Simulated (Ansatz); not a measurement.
Cl$_{2}$H$_{5}$NSi$_{2}$

```xyz
10

Si   -0.0578    0.0644   -0.0124
Si    0.0612    0.0353    2.3300
H    -1.3295   -0.0957    2.8745
H     0.9128   -1.1227    2.7441
H     0.6711    1.3306    2.7810
Cl    1.9860   -0.0219   -0.8115
N    -0.9439    1.4149   -0.6453
H    -1.2725    1.4506   -1.5985
H    -1.0817    2.2622   -0.1169
Cl   -1.0113   -1.7349   -0.7928
```

Theory: RKS PBE0-D4/6-31G in Ansatz.

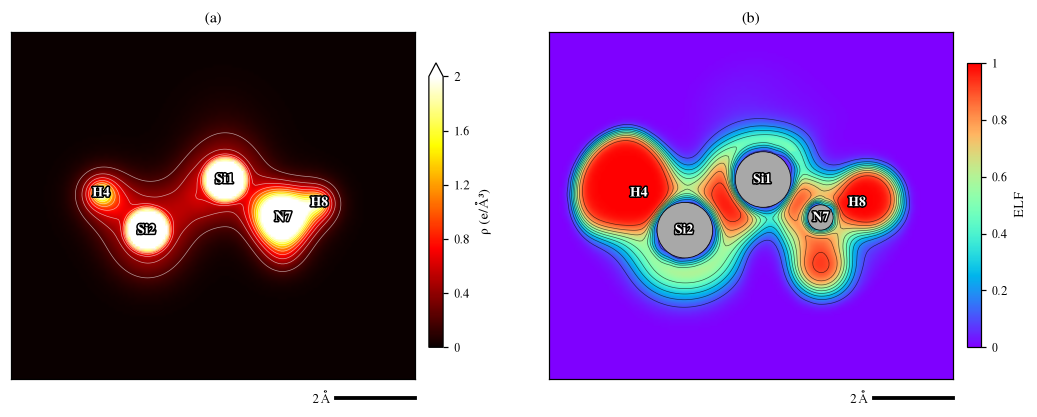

Figure 1. (a) total electron density; (b) electron localisation function on the plane of atoms Si1, Si2 and H4. Grey discs cover the atomic cores in the ELF map.

Interpret the plot.

Answer. The section cuts through Si, H and N sites.
Si–N (1.73 Å): ρ is about 0.93 e/Å³ halfway; the ELF peaks at about 0.85 between the atoms, as expected for a shared but strongly polarised pair.
Si–Si (2.35 Å): ρ is about 0.53 e/Å³ halfway; the ELF peaks at about 0.95 between the atoms (a shared electron pair).
N–H (1.01 Å): the density is about 2.7 e/Å³ at the midpoint; the ELF climbs to about 1 towards the hydrogen, as it does in any bond to H (a covalent bond by its length).
Si–H (1.50 Å): the density is about 0.68 e/Å³ at the midpoint; the ELF climbs to about 1 towards the hydrogen.

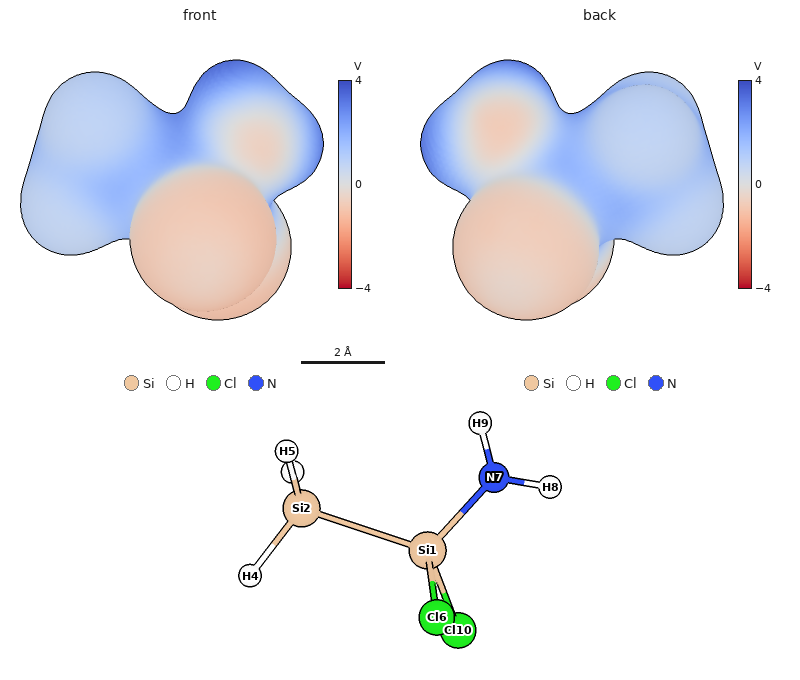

Figure 2. The electrostatic potential painted on the density surface at 0.004 e/bohr³, seen from the front and from behind; red is negative and blue positive. The bare structure is drawn below in the same view.

Where is the surface potential most negative and most positive?

Answer. The most negative region (about −1.1 V) lies over Cl6, the most positive (about +3.2 V) over H9.

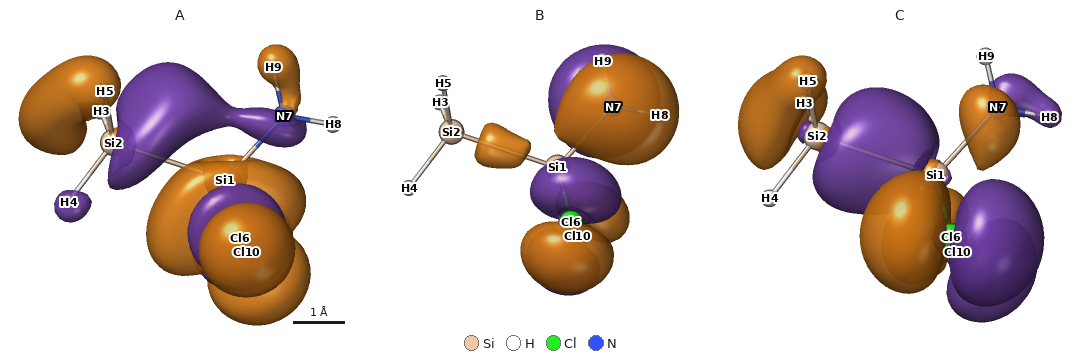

Figure 3. Three frontier orbitals at ±0.08 Å⁻³ᐟ² (orange and purple are the two phases), in no order.

Order the three orbitals by energy and name them.

Answer. C is the HOMO−1 (−8.64 eV). Its weight (Hirshfeld) is mainly on Cl6 (about 45 %), Cl10 (about 20 %), Si2 (about 15 %) and Si1 (about 10 %). B is the HOMO (−8.10 eV). By Hirshfeld shares it lies mainly on N7 (about 55 %), Cl6 (about 15 %) and Cl10 (about 10 %). A is the LUMO (−1.09 eV). By Hirshfeld shares it lies mainly on Si1 (about 35 %), Cl10 (about 25 %), Cl6 (about 20 %) and Si2 (about 15 %).

What is the HOMO–LUMO gap?

Answer. 7.01 eV between the orbital energies.

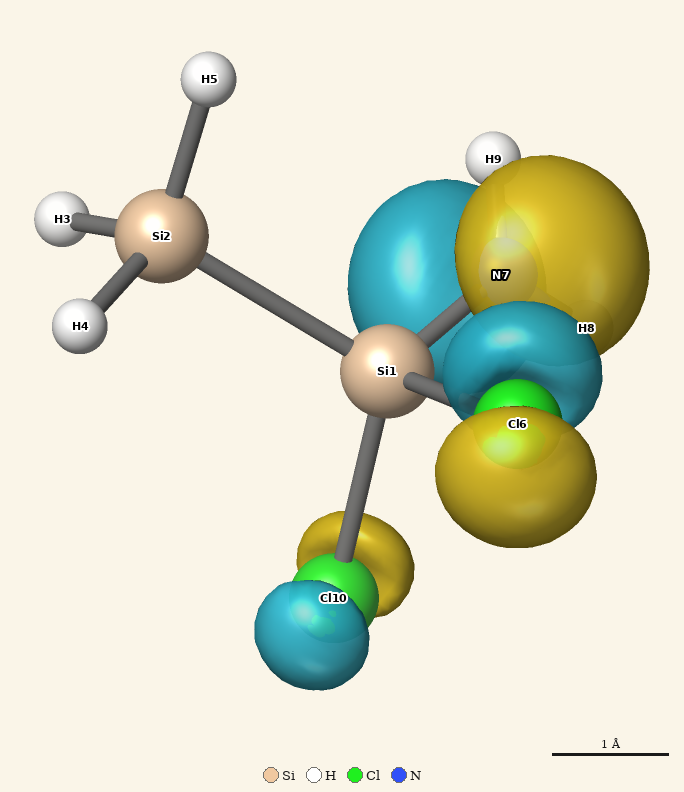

Figure 4. One frontier orbital at ±0.15 Å⁻³ᐟ² (yellow and cyan are the two phases), seen at a tilt.

Which orbital is it: HOMO or LUMO?

Answer. The HOMO, at −8.10 eV. By Hirshfeld shares it lies mainly on N7 (about 55 %), Cl6 (about 15 %) and Cl10 (about 10 %).
